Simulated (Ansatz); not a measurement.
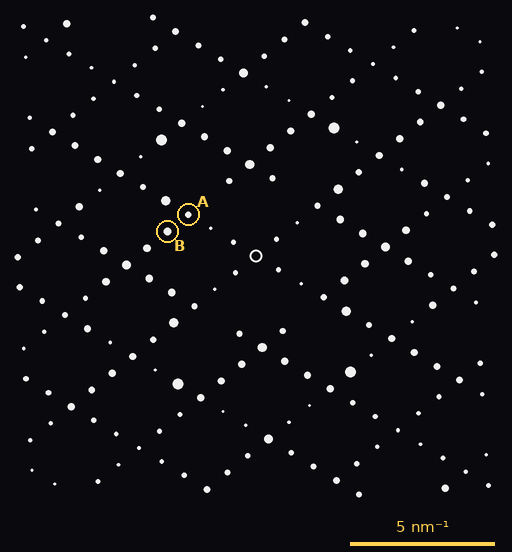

Kinematic zone-axis pattern, calculated for 100 keV electrons with B = 0.5 Å². Two individuals of a reflection twin are superposed (a geometric construction: whether this twin forms is not tested). Crystal: YbVAs2, space group P4/nmm (No. 129), a = 3.83 Å, c = 10.81 Å, zone axis [100]. Structure: the end point of a relaxation with DFT, PAW plane waves, pbe+U (Ansatz 0.2.0); the starting structure was generated, so it need not be a known form of this composition.

In the first individual spot A is 0 -1 -1 and spot B is 0 -1 -2.

Question: Find the twin plane.

Answer: (01-2). The spot positions of the combined pattern are mirror-symmetric about the row through 0 1 -2 (d = 3.124 Å), which both individuals share, while a single individual has only symmetry 2mm without that mirror line. Friedel's law adds a mirror line at right angles, along which no low-index reflection lies.

Question: Which other reflections coincide?

Answer: Off the common row, 0 1 1, 0 0 3, 0 1 4 and their kin fall on spots of the second individual; about 33 % of the first individual's visible spots are shared.
